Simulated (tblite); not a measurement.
# Run report: C$_{4}$H$_{6}$F$_{4}$Ge, geometry relaxation (part 1 of 3)

- system: C$_{4}$H$_{6}$F$_{4}$Ge
- method: GFN2-xTB geometry optimisation, gas phase (tblite 0.8.0)

It belongs to a series of runs on one base structure; here: GeH2 inserted into a C-F bond.

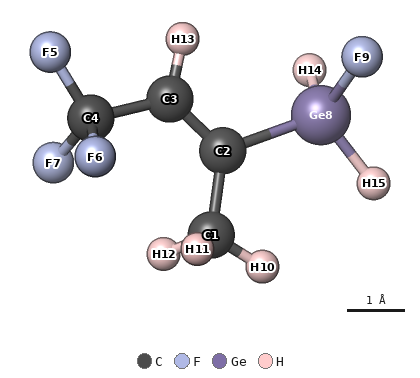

Fig. 1: The starting structure (ball-and-stick view, seen at a tilt; atoms are numbered from 1 in the order of the input). Sticks mark near contacts. Bond lengths as drawn: C–C 1.34 to 1.51 Å, C–F 1.38 to 1.39 Å, C–Ge 1.94 Å, C–H 1.09 to 1.11 Å, F–Ge 1.75 Å and Ge–H 1.54 to 1.55 Å.

Input:
```
{"job": {"kind": "relax", "xc": "GFN2-xTB", "basis": "xTB"}, "charge": 0, "multiplicity": 1}
C      0.180700    -1.409100    -0.626200
C      0.351600    -0.029400    -0.044200
C     -0.667700     0.749800     0.327700
C     -2.126000     0.372900     0.173700
F     -2.924700     1.394700     0.649800
F     -2.397600    -0.768100     0.926000
F     -2.428800     0.133000    -1.149700
Ge     2.157500     0.633800     0.224800
F      2.417700     0.959300     1.925700
H      1.150700    -1.873800    -0.839900
H     -0.368800    -2.064800     0.087300
H     -0.398700    -1.345100    -1.575100
H     -0.467400     1.734000     0.754100
H      2.337200     1.934600    -0.596300
H      3.179900    -0.413900    -0.259400
```

The first line tells a small driver script what to run in tblite; the rest is the geometry in Å.

Run on 1 CPU thread, shared host.

Command:
```bash
OMP_NUM_THREADS=1 python <driver script> task.json out
```

What the program printed:
```
step      E/eV     max force
  0    -884.10468    1.783
  1    -884.25774    1.022
  2    -884.34229    0.414
  3    -884.35535    0.393
  4    -884.37507    0.494
  5    -884.38422    0.379
  6    -884.39644    0.340
  7    -884.40412    0.260
  8    -884.40929    0.160
  9    -884.41204    0.118
 10    -884.41360    0.108
 11    -884.41473    0.100
 12    -884.41571    0.100
 13    -884.41663    0.105
 14    -884.41749    0.065
 15    -884.41821    0.058
 16    -884.41877    0.064
 17    -884.41923    0.089
 18    -884.41961    0.070
 19    -884.41987    0.036
 20    -884.42002    0.032
 21    -884.42016    0.043
 22    -884.42034    0.056
 23    -884.42057    0.048
 24    -884.42078    0.035
 25    -884.42097    0.031
 26    -884.42115    0.035
 27    -884.42136    0.040
 28    -884.42157    0.041
 29    -884.42174    0.035
 30    -884.42189    0.030
 31    -884.42205    0.029
 32    -884.42222    0.030
 33    -884.42236    0.026
 34    -884.42246    0.025
 35    -884.42255    0.027
 36    -884.42263    0.024
 37    -884.42270    0.022
 38    -884.42275    0.016
 39    -884.42278    0.015
 40    -884.42282    0.021
 41    -884.42288    0.028
 42    -884.42296    0.026
 43    -884.42302    0.019
 44    -884.42308    0.022
 45    -884.42314    0.026
 46    -884.42321    0.024
 47    -884.42327    0.018
 48    -884.42331    0.014
 49    -884.42334    0.014
 50    -884.42337    0.012
 51    -884.42339    0.013
 52    -884.42341    0.012
 53    -884.42343    0.015
 54    -884.42348    0.020
 55    -884.42354    0.025
 56    -884.42362    0.027
 57    -884.42370    0.024
 58    -884.42380    0.026
 59    -884.42391    0.035
 60    -884.42407    0.045
 61    -884.42426    0.044
 62    -884.42444    0.034
 63    -884.42461    0.036
 64    -884.42485    0.050
 65    -884.42521    0.082
 66    -884.42571    0.102
 67    -884.42633    0.091
 68    -884.42701    0.070
 69    -884.42725    0.083
 70    -884.42793    0.146
 71    -884.42877    0.088
 72    -884.42960    0.067
 73    -884.43048    0.210
 74    -884.43265    0.064
 75    -884.43394    0.063
 76    -884.42590    0.331
 77    -884.43507    0.056
 78    -884.43580    0.053
 79    -884.43347    0.225
 80    -884.43745    0.047
 81    -884.43812    0.051
 82    -884.43900    0.104
 83    -884.43962    0.061
 84    -884.44024    0.049
 85    -884.44108    0.073
 86    -884.44169    0.050
 87    -884.44220    0.042
 88    -884.44267    0.041
 89    -884.44298    0.056
 90    -884.44320    0.056
 91    -884.44364    0.045
 92    -884.44405    0.041
 93    -884.44449    0.050
 94    -884.44492    0.052
 95    -884.44542    0.046
 96    -884.44588    0.041
 97    -884.44624    0.041
 98    -884.44646    0.067
 99    -884.44699    0.063
100    -884.44769    0.060
101    -884.44931    0.060
102    -884.44988    0.048
103    -884.45080    0.066
104    -884.45153    0.073
105    -884.45225    0.107
106    -884.44720    0.272
107    -884.45320    0.061
108    -884.45364    0.053
109    -884.45337    0.137
110    -884.45467    0.041
111    -884.45502    0.047
112    -884.45529    0.090
113    -884.45582    0.040
114    -884.45606    0.032
115    -884.45648    0.023
116    -884.45656    0.025
117    -884.45665    0.025
118    -884.45680    0.025
119    -884.45692    0.028
120    -884.45704    0.028
121    -884.45721    0.028
122    -884.45736    0.022
123    -884.45745    0.021
124    -884.45752    0.022
125    -884.45760    0.027
126    -884.45770    0.030
127    -884.45787    0.032
128    -884.45805    0.035
129    -884.45824    0.037
130    -884.45845    0.039
131    -884.45872    0.045
132    -884.45898    0.037
133    -884.45919    0.037
134    -884.45938    0.032
135    -884.45955    0.035
136    -884.45968    0.031
137    -884.45980    0.020
138    -884.45988    0.021
139    -884.45995    0.021
140    -884.46004    0.023
141    -884.46013    0.020
142    -884.46019    0.019
143    -884.46024    0.016
144    -884.46028    0.013
145    -884.46033    0.017
146    -884.46041    0.019
147    -884.46050    0.018
148    -884.46059    0.020
149    -884.46066    0.021
150    -884.46073    0.025
151    -884.46083    0.023
152    -884.46096    0.028
153    -884.46108    0.027
154    -884.46121    0.030
155    -884.46139    0.041
156    -884.46167    0.041
157    -884.46227    0.053
158    -884.46280    0.058
159    -884.46312    0.045
160    -884.46322    0.092
161    -884.46354    0.021
162    -884.46364    0.020
163    -884.46382    0.028
164    -884.46388    0.017
165    -884.46391    0.016
166    -884.46395    0.014
167    -884.46399    0.014
168    -884.46402    0.017
169    -884.46405    0.016
170    -884.46407    0.021
171    -884.46411    0.019
172    -884.46415    0.021
173    -884.46421    0.018
174    -884.46426    0.018
175    -884.46429    0.014
176    -884.46431    0.014
177    -884.46433    0.007
```

Trajectory as extended XYZ (Å, eV, eV/Å), 32 of the 178 frames kept, from step=0 to step=177:
```
15
Properties=species:S:1:pos:R:3:forces:R:3 step=0 energy=-884.10468
C     0.1807   -1.4091   -0.6262   -0.4920  -0.0400  -0.0670
C     0.3516   -0.0294   -0.0442   -0.7960  -0.6220   0.1660
C    -0.6677    0.7498    0.3277    0.0710   0.0390  -0.1500
C    -2.1260    0.3729    0.1737    0.2440   0.1530   0.4610
F    -2.9247    1.3947    0.6498    0.5790  -1.4780  -0.7690
F    -2.3976   -0.7681    0.9260   -0.1740   1.3340  -1.1700
F    -2.4288    0.1330   -1.1497   -0.1890   0.1150   1.5930
Ge    2.1575    0.6338    0.2248    0.6720   0.2170  -0.8180
F     2.4177    0.9593    1.9257    0.0150   0.0170  -0.2760
H     1.1507   -1.8738   -0.8399   -0.2140   0.1710   0.0610
H    -0.3688   -2.0648    0.0873    0.2970   0.4620  -0.5460
H    -0.3987   -1.3451   -1.5751    0.3260  -0.1360   0.6660
H    -0.4674    1.7340    0.7541   -0.2730  -0.2840  -0.0920
H     2.3372    1.9346   -0.5963    0.0800  -0.1820   0.5490
H     3.1799   -0.4139   -0.2594   -0.1450   0.2340   0.3920
15
Properties=species:S:1:pos:R:3:forces:R:3 step=6 energy=-884.39644
C     0.1664   -1.4098   -0.6214   -0.0410  -0.0570  -0.0030
C     0.3507   -0.0550   -0.0245   -0.2340  -0.0590  -0.1390
C    -0.6470    0.7494    0.3248   -0.3250   0.0590   0.0790
C    -2.0957    0.3799    0.1902   -0.0930  -0.0730  -0.0020
F    -2.9203    1.3455    0.6189    0.1270   0.0090   0.0330
F    -2.4278   -0.7321    0.8744    0.0540   0.0070   0.0630
F    -2.4579    0.1284   -1.0845    0.0790   0.0230  -0.0860
Ge    2.1719    0.6314    0.1492    0.1610   0.0620  -0.0790
F     2.4238    0.9617    1.8401    0.0340   0.0370  -0.0160
H     1.1371   -1.8566   -0.8333   -0.0190  -0.0620  -0.0010
H    -0.3785   -2.0601    0.0616   -0.0070  -0.0040   0.0060
H    -0.4035   -1.3580   -1.5503    0.0070   0.0410   0.0510
H    -0.4858    1.7300    0.7544    0.0330  -0.0620  -0.0330
H     2.3663    1.9563   -0.5203    0.0890   0.1430   0.0760
H     3.1958   -0.4030   -0.2012    0.1360  -0.0650   0.0510
15
Properties=species:S:1:pos:R:3:forces:R:3 step=11 energy=-884.41473
C     0.1572   -1.4156   -0.6196   -0.0310  -0.0180  -0.0280
C     0.3332   -0.0537   -0.0392    0.0940  -0.0100  -0.0330
C    -0.6637    0.7444    0.3284    0.0630  -0.0190  -0.0340
C    -2.1045    0.3729    0.1918   -0.0530  -0.0130   0.0340
F    -2.9150    1.3472    0.6230   -0.0240  -0.0270   0.0030
F    -2.4337   -0.7371    0.8792   -0.0270   0.0130  -0.0090
F    -2.4547    0.1279   -1.0890   -0.0020  -0.0020   0.0260
Ge    2.1805    0.6344    0.1189    0.0230   0.0270   0.0500
F     2.4328    0.9697    1.8138   -0.0010   0.0030   0.0030
H     1.1283   -1.8639   -0.8306   -0.0360  -0.0320   0.0050
H    -0.3883   -2.0665    0.0624   -0.0110   0.0250   0.0150
H    -0.4112   -1.3574   -1.5468   -0.0230  -0.0290  -0.0280
H    -0.4882    1.7231    0.7500   -0.0170   0.0240  -0.0060
H     2.3958    1.9932   -0.4871    0.0580   0.0070   0.0090
H     3.2269   -0.4106   -0.1770   -0.0130   0.0490  -0.0080
15
Properties=species:S:1:pos:R:3:forces:R:3 step=17 energy=-884.41923
C     0.1497   -1.4194   -0.6268    0.0120   0.0230   0.0150
C     0.3402   -0.0522   -0.0556   -0.0060   0.0130   0.0050
C    -0.6602    0.7390    0.3227    0.0100  -0.0090  -0.0070
C    -2.1065    0.3671    0.1964    0.0150   0.0020  -0.0080
F    -2.9174    1.3409    0.6285    0.0230   0.0080   0.0030
F    -2.4435   -0.7397    0.8836    0.0330  -0.0090  -0.0090
F    -2.4571    0.1258   -1.0849   -0.0200  -0.0200   0.0080
Ge    2.1907    0.6471    0.1220   -0.0810  -0.0270  -0.0240
F     2.4344    0.9743    1.8170   -0.0160  -0.0030   0.0310
H     1.1133   -1.8850   -0.8324   -0.0110  -0.0010  -0.0100
H    -0.3990   -2.0548    0.0679   -0.0170   0.0290  -0.0070
H    -0.4220   -1.3690   -1.5539    0.0090  -0.0050   0.0200
H    -0.4920    1.7216    0.7410    0.0060  -0.0100  -0.0120
H     2.4295    2.0065   -0.4732    0.0190   0.0070   0.0040
H     3.2356   -0.3943   -0.1744    0.0230   0.0030  -0.0090
15
Properties=species:S:1:pos:R:3:forces:R:3 step=23 energy=-884.42057
C     0.1471   -1.4186   -0.6268    0.0020   0.0020  -0.0040
C     0.3418   -0.0516   -0.0618   -0.0210   0.0190   0.0020
C    -0.6585    0.7389    0.3157   -0.0190   0.0210   0.0010
C    -2.1044    0.3648    0.1959    0.0300  -0.0050  -0.0170
F    -2.9106    1.3405    0.6320   -0.0010  -0.0210   0.0080
F    -2.4327   -0.7437    0.8841    0.0050   0.0040   0.0310
F    -2.4652    0.1183   -1.0812   -0.0080   0.0070  -0.0110
Ge    2.1863    0.6478    0.1217    0.0460   0.0140  -0.0050
F     2.4234    0.9710    1.8214   -0.0250  -0.0150  -0.0030
H     1.1067   -1.8905   -0.8329    0.0130  -0.0160   0.0110
H    -0.4086   -2.0431    0.0711   -0.0030  -0.0140   0.0020
H    -0.4239   -1.3709   -1.5532   -0.0140   0.0050  -0.0160
H    -0.4910    1.7208    0.7344    0.0080   0.0090  -0.0110
H     2.4440    2.0089   -0.4656   -0.0150  -0.0060   0.0090
H     3.2413   -0.3847   -0.1768    0.0000  -0.0060   0.0020
15
Properties=species:S:1:pos:R:3:forces:R:3 step=29 energy=-884.42174
C     0.1431   -1.4166   -0.6278    0.0040  -0.0090  -0.0030
C     0.3444   -0.0464   -0.0712   -0.0010  -0.0110  -0.0130
C    -0.6551    0.7465    0.3027    0.0000  -0.0010  -0.0010
C    -2.0985    0.3620    0.1944   -0.0170   0.0140   0.0270
F    -2.9068    1.3315    0.6391   -0.0190   0.0230   0.0030
F    -2.4122   -0.7441    0.8947    0.0110  -0.0100  -0.0130
F    -2.4755    0.1108   -1.0774    0.0230  -0.0100   0.0230
Ge    2.1912    0.6482    0.1185   -0.0040  -0.0020   0.0080
F     2.3964    0.9571    1.8252    0.0030  -0.0130  -0.0070
H     1.1004   -1.8975   -0.8253    0.0020   0.0030  -0.0130
H    -0.4172   -2.0358    0.0720   -0.0030   0.0110  -0.0040
H    -0.4273   -1.3692   -1.5558    0.0170  -0.0110   0.0020
H    -0.4879    1.7287    0.7209   -0.0010   0.0110  -0.0240
H     2.4503    2.0143   -0.4539   -0.0070   0.0040   0.0040
H     3.2503   -0.3814   -0.1779   -0.0080   0.0000   0.0100
15
Properties=species:S:1:pos:R:3:forces:R:3 step=34 energy=-884.42246
C     0.1428   -1.4165   -0.6297   -0.0080   0.0000  -0.0020
C     0.3443   -0.0433   -0.0802    0.0000   0.0000  -0.0030
C    -0.6532    0.7520    0.2957    0.0050  -0.0040   0.0010
C    -2.0965    0.3636    0.2003    0.0050  -0.0120  -0.0070
F    -2.9101    1.3291    0.6451    0.0180  -0.0120   0.0010
F    -2.3974   -0.7453    0.9017   -0.0110   0.0120   0.0190
F    -2.4757    0.1043   -1.0689   -0.0100   0.0050  -0.0080
Ge    2.1916    0.6480    0.1169   -0.0190  -0.0010  -0.0050
F     2.3801    0.9428    1.8270    0.0130  -0.0040   0.0060
H     1.0984   -1.9025   -0.8243    0.0010   0.0160   0.0070
H    -0.4233   -2.0292    0.0705    0.0030  -0.0060   0.0060
H    -0.4245   -1.3729   -1.5591    0.0070  -0.0020  -0.0150
H    -0.4850    1.7389    0.7021    0.0070   0.0040  -0.0120
H     2.4507    2.0192   -0.4443    0.0010   0.0000   0.0070
H     3.2533   -0.3804   -0.1746   -0.0100   0.0050   0.0040
15
Properties=species:S:1:pos:R:3:forces:R:3 step=40 energy=-884.42282
C     0.1415   -1.4167   -0.6315    0.0100  -0.0020   0.0000
C     0.3437   -0.0428   -0.0859   -0.0090   0.0110   0.0040
C    -0.6522    0.7536    0.2908   -0.0130   0.0030  -0.0030
C    -2.0952    0.3625    0.2023    0.0060   0.0060  -0.0040
F    -2.9073    1.3279    0.6488    0.0000   0.0110  -0.0010
F    -2.3929   -0.7433    0.9097   -0.0010   0.0010   0.0010
F    -2.4787    0.1008   -1.0652   -0.0130  -0.0060   0.0060
Ge    2.1882    0.6484    0.1167    0.0170   0.0090  -0.0010
F     2.3766    0.9338    1.8288    0.0040  -0.0020   0.0040
H     1.0984   -1.9003   -0.8212    0.0180  -0.0110   0.0000
H    -0.4251   -2.0276    0.0696   -0.0060  -0.0090  -0.0010
H    -0.4208   -1.3759   -1.5641   -0.0040   0.0000  -0.0050
H    -0.4820    1.7441    0.6883   -0.0040  -0.0080  -0.0020
H     2.4505    2.0221   -0.4369   -0.0030  -0.0010   0.0070
H     3.2507   -0.3786   -0.1721   -0.0020  -0.0030  -0.0060
15
Properties=species:S:1:pos:R:3:forces:R:3 step=46 energy=-884.42321
C     0.1453   -1.4184   -0.6336   -0.0030   0.0020   0.0020
C     0.3427   -0.0415   -0.0916    0.0060  -0.0140   0.0010
C    -0.6540    0.7556    0.2808    0.0050  -0.0040  -0.0040
C    -2.0969    0.3641    0.2034   -0.0140  -0.0010   0.0040
F    -2.9035    1.3340    0.6511   -0.0070   0.0010  -0.0060
F    -2.3893   -0.7370    0.9207    0.0010   0.0050   0.0080
F    -2.4934    0.0926   -1.0577    0.0030   0.0040  -0.0030
Ge    2.1881    0.6504    0.1179   -0.0070  -0.0110   0.0110
F     2.3779    0.9221    1.8333   -0.0020  -0.0040  -0.0120
H     1.1054   -1.9011   -0.8155   -0.0210   0.0020  -0.0010
H    -0.4266   -2.0295    0.0641    0.0130   0.0110  -0.0020
H    -0.4136   -1.3800   -1.5692    0.0230  -0.0020   0.0070
H    -0.4826    1.7477    0.6730   -0.0060   0.0010   0.0030
H     2.4493    2.0285   -0.4234    0.0030   0.0050   0.0030
H     3.2466   -0.3794   -0.1753    0.0050   0.0040  -0.0100
```
